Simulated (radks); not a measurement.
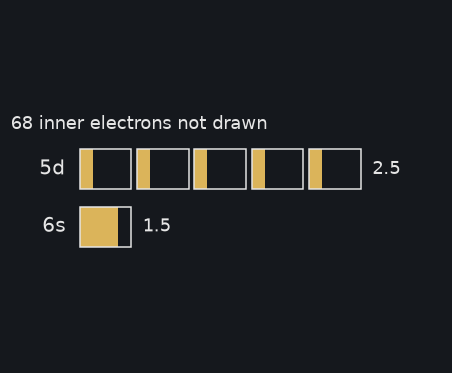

*The outer shells as the input fills them: a box for each of the 2l + 1 orbitals, shaded by the share of the shell that is filled, with the electron count at the right.*

# Atomic calculation, with input and output: Hf

The neutral hafnium atom in the configuration [Xe] 4f14 5d2.5 6s1.5. Computed at this level: scalar-relativistic Kohn-Sham, PBE, spin-unpolarised, spherical densities, point nucleus (the in-house radial solver radks).

**Results in brief**

- outcome: converged
- total energy: −15078.1710 hartree
- kinetic energy: 16523.2860 hartree
- electron–nucleus energy: −37201.9992 hartree
- Hartree energy: 5908.1471 hartree
- exchange–correlation energy: −307.604887 hartree
- radius at density 0.001 e/bohr³: 4.96 bohr
- SCF iterations: 17
- hardware: 1 thread of Arm Neoverse V2, 23 GiB of memory available, shared host

**The input**
```
Z 72
configuration [Xe] 4f14 5d2.5 6s1.5
relativity scalar-relativistic
functional pbe,pbe
spin unpolarised
nucleus point
c 137.035999084
```

Energies in input and log are in hartree, lengths in bohr.

Launched within a batch (the task file carries these settings):
```bash
python <driver script> task.json out
```

**Log**
```
1s      1   2.0000       -2399.27999145
2s      1   2.0000        -410.29556954
2p      1   6.0000        -360.23065255
3s      1   2.0000         -93.46665303
3p      1   6.0000         -78.51246056
3d      1  10.0000         -60.82458876
4s      1   2.0000         -18.80887154
4p      1   6.0000         -13.90380098
4d      1  10.0000          -7.56773472
4f      1  14.0000          -0.59129791
5s      1   2.0000          -2.43510573
5p      1   6.0000          -1.28182357
5d      1   2.5000          -0.08444782
6s      1   1.5000          -0.18009115
Etot -15078.17096340748
Ekin 16523.286025881895
Encl -37201.999237392956
Eh 5908.147135431753
Exc -307.6048873281712
err 4.57478463669322e-09
it 17
```

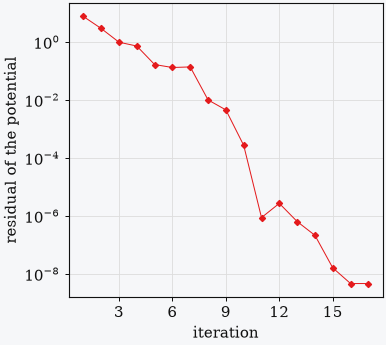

*Convergence: residual of the potential against the iteration.*

The residual comes down, with one marked jump up, by a factor of about 3, at step 12. It goes from 7.4 to 4.6×10⁻⁹ in 17 steps.

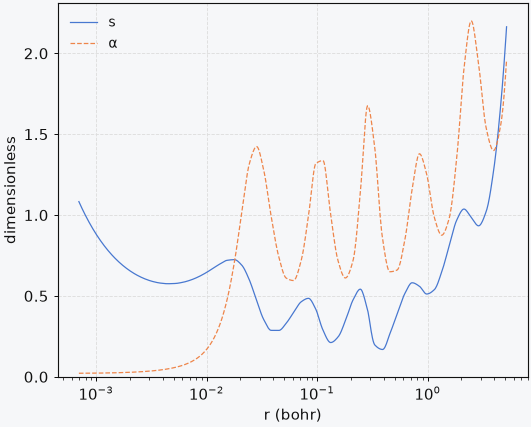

*The reduced density gradient s and the kinetic indicator α = (τ − τW)/τunif, the ingredients of GGAs and meta-GGAs.*

s starts near 1.08 at the inner end, has maxima between the shells at r = 0.018 bohr (0.72), 0.083 bohr (0.49), 0.25 bohr (0.54), 0.73 bohr (0.58) and 2.1 bohr (1.04), and grows in the tail, to 2.2 at 5.2 bohr. α peaks at r = 0.028 bohr (1.4), 0.11 bohr (1.3), 0.28 bohr (1.7), 0.84 bohr (1.4) and 2.5 bohr (2.2), where shells overlap, and is small where one s orbital dominates. In the tail α rises again, to 2.0 at the end, as it does where the highest occupied level has l > 0.

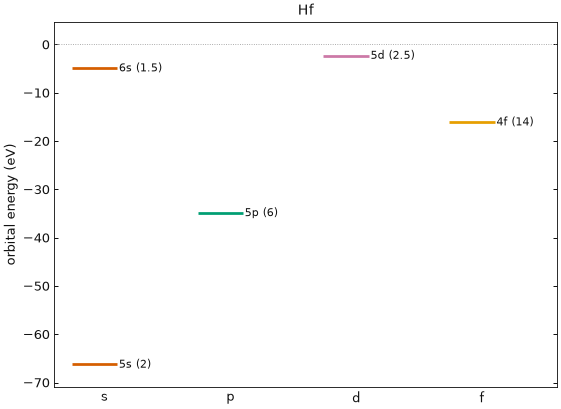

*The outer levels are drawn by angular momentum (occupations in brackets).*

The highest occupied level is 5d at −2.30 eV. From the top down the occupied levels run 5d (−2.30 eV), 6s (−4.90 eV), 4f (−16.1 eV), 5p (−34.9 eV), 5s (−66.3 eV).

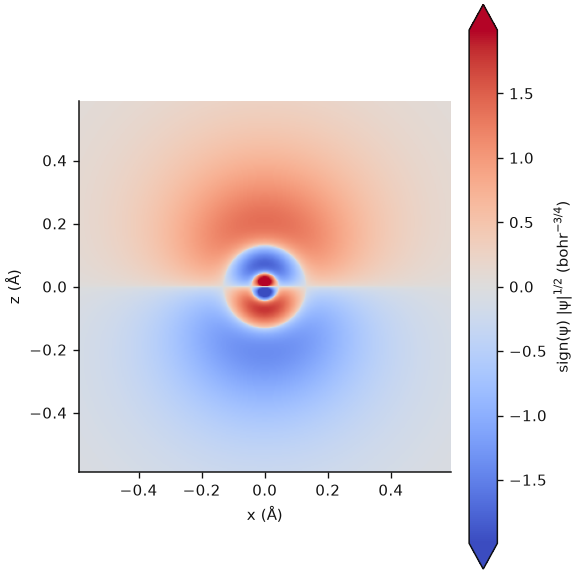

*The 4p(z) orbital. The radial function comes from the spherical calculation and is multiplied by a real spherical harmonic; the overall sign is chosen so that the largest lobe of P(r) is positive; at the scalar-relativistic level it is the large component. In the xz plane through the nucleus, the colour gives the signed square root of ψ. (1 bohr = 0.529 Å.)*

It has the nodal plane xy and 2 radial nodes, at r = 0.0826 and 0.248 bohr. The outermost maximum of P² lies at 0.458 bohr, ⟨r⟩ = 0.498 bohr, 90 % of the charge lies within 0.724 bohr, and the eigenvalue is −378.3 eV, with 6 electrons in the shell.
